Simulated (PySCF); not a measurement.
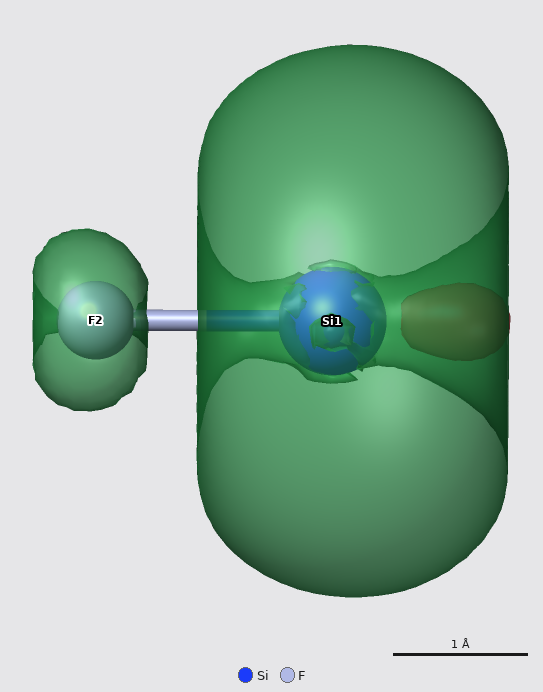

*SiF (charge −1, triplet). Isosurfaces of the spin density (α minus β) at +0.02 (green) and −0.02 e/Å³ (red), seen from one side.*

Theory: PySCF, PBE0/def2-SVPD, non-relativistic Hamiltonian with scalar-relativistic core potentials where named, at a bond length of 1.771 Å.

Describe the spin distribution.

The unpaired spin (2 electrons) lies mostly on Si1 (about 1.9) and F2 (about 0.1), in electrons by Hirshfeld's partition.
